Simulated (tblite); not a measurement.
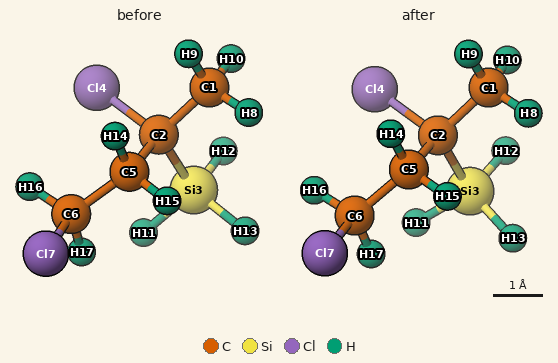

The structure of C₄H₁₀Cl₂Si before (left) and after (right) a relaxation, at one scale.

A ball-and-stick model, seen from a free direction.

Computed with tblite 0.8.0, GFN2-xTB geometry optimisation, gas phase. 

**Summarise the run.**

H13 moves most after the best rigid fit: 0.29 Å. By element the largest moves are H 0.29 Å, C 0.10 Å, Cl 0.06 Å, Si 0.06 Å. Some distances before and after: Si3–H12 1.498 → 1.460 Å, C2–C5 1.554 → 1.525 Å, C1–H10 1.110 → 1.087 Å, Si3–H11 1.476 → 1.459 Å. Among the angles between lasting bonds that change: C2–Si3–H12 110.5° → 106.8°, C2–C5–C6 117.0° → 113.7°, H11–Si3–H13 108.3° → 111.5°. The energy falls by 8.98 kJ/mol in 63 geometry steps. The run took 0.53 s on 1 thread of Arm Neoverse V1, with other jobs on the host.
